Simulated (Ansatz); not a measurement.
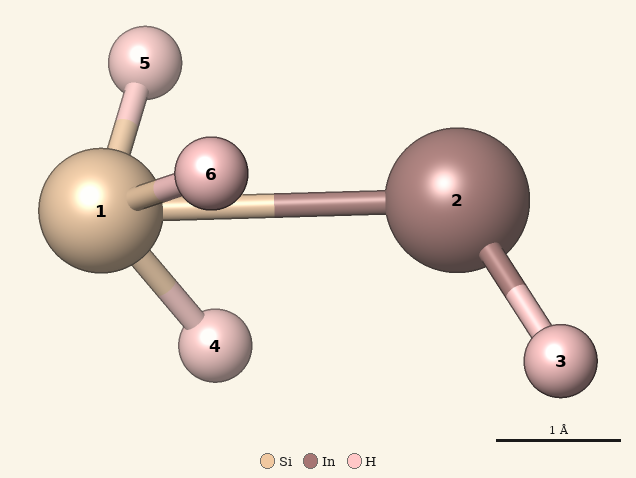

Orthographic view. Distant atoms are faded towards the background colour. The species is neutral and a spin doublet. The geometry was computed by an optimisation with PBE-D4/def2-SVP. No frequency run is at hand to confirm it as a minimum.

Write a Z-matrix (Å, degrees) in the order of the atom numbers, with these reference atoms: 2 to 1; 3 to 2, 1; 4 to 1, 2, 3; 5 to 1, 4, 2; 6 to 1, 5, 4.

```
Si 
In   1   2.879
H    2   1.829   1   115.7
H    1   1.556   2    55.0   3   -65.4
H    1   1.529   4   100.3   2    63.4
H    1   1.557   5   100.3   4    98.6
```
